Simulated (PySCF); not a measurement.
System: ZnO (triplet).

```yaml
atoms:
  - { symbol: Zn, position_ang: [0.0000, 0.0000, -0.3778] }
  - { symbol: O, position_ang: [0.0000, 0.0000, 1.5102] }
```

All numbers below come from PySCF, PBE0/x2c-SVPall, spin-free X2C-1e, Gaussian nucleus, at a bond length of 1.888 Å.

What can the converged electron density, electron localisation function and spin density tell about the bonding?

Zn–O (1.89 Å): the density is about 0.66 e/Å³ at the midpoint; the ELF peaks at about 0.85 in the valence shell of O, 0.6 Å from its nucleus, and is about 0.20 at the midpoint.
The unpaired spin (2 electrons) lies mostly on O2 (about 1.2) and Zn1 (about 0.8), in electrons by Hirshfeld's partition.

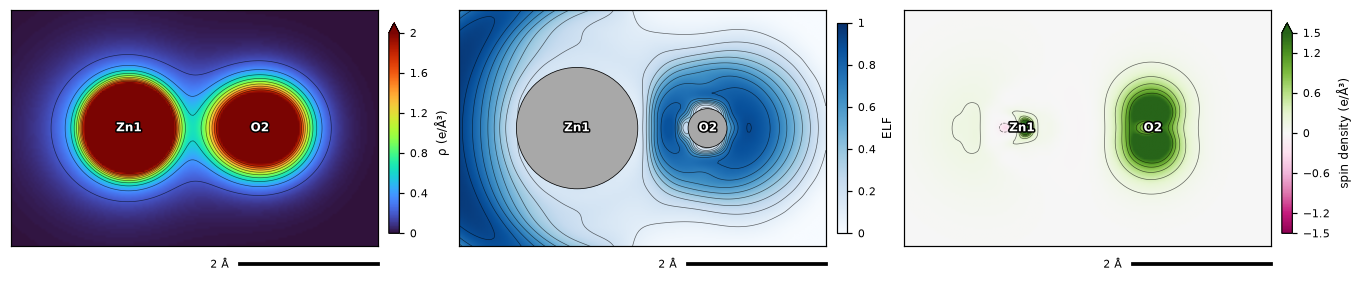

Computed electron density, electron localisation function and spin density on a plane that holds the molecular axis, in this order. Grey discs cover the atomic cores in the ELF map. 
